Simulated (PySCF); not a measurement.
# C3H5F3S (SMILES CSCC(F)(F)F): what the fields show

The calculation's input:

```
{"job": {"xc": "PBE0", "basis": "pcSseg-1", "kind": "nmr", "pop": true}, "charge": 0, "multiplicity": 1}
C      1.922782     0.049216     0.414345
S      0.863731     0.309819    -1.025459
C     -0.665771    -0.468389    -0.475600
C     -1.508055     0.359709     0.467329
F     -1.854690     1.530004    -0.060226
F     -0.870872     0.607196     1.618643
F     -2.633822    -0.298287     0.771404
H      2.032016    -1.022416     0.639612
H      2.908285     0.451893     0.141868
H      1.551005     0.583521     1.297940
H     -0.467938    -1.440434     0.001959
H     -1.268878    -0.654387    -1.375989
```

Launched as:

```sh
OMP_NUM_THREADS=1 python ens_run.py task.json out
```

Geometry: PBE0-D3(BJ)/def2-SVP.

Level of theory: PBE0/pcSseg-1, SCF density, gas phase, non-relativistic (PySCF 2.14.0).

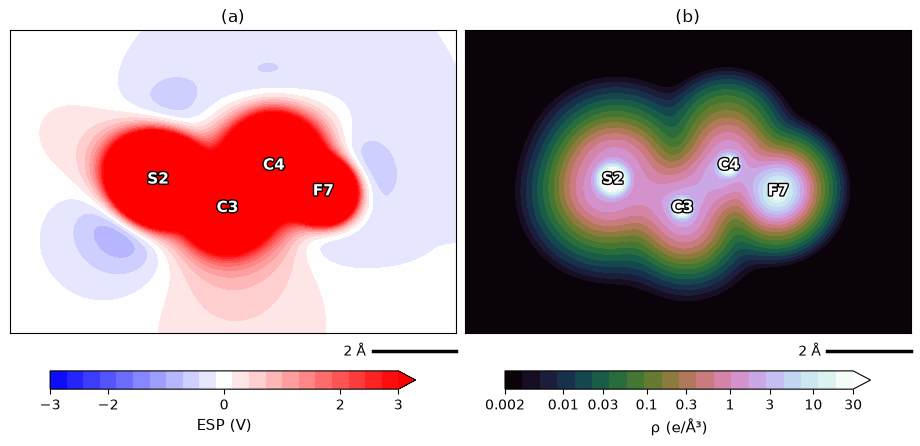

Figure 1. (a) molecular electrostatic potential; (b) electron density on the plane of atoms C3, C4 and F7.

> What does the map show?

The plane passes through S, C and F nuclei. C–F (1.34 Å): ρ is about 2.4 e/Å³ halfway. C–C (1.51 Å): the density is about 1.8 e/Å³ at the midpoint. C–S (1.80 Å): ρ at the midpoint is about 1.3 e/Å³. Outside the dense part of the molecule the potential is most negative (−0.9 V) near S2.

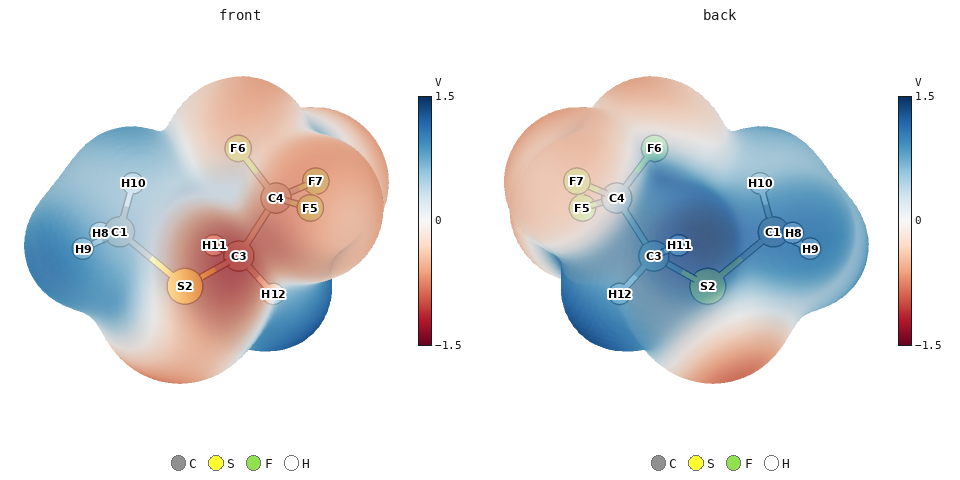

Figure 2. The electrostatic potential painted on the density surface at 0.002 e/bohr³, seen from the front and from behind; the colour scale runs from red (negative) to blue (positive).

> Where is the surface potential most negative and most positive?

The most negative region (about −1.0 V) lies over S2, the most positive (about +1.3 V) over H11 and H12.

> How polar is the molecule by this calculation?

Its dipole moment is 2.09 D.
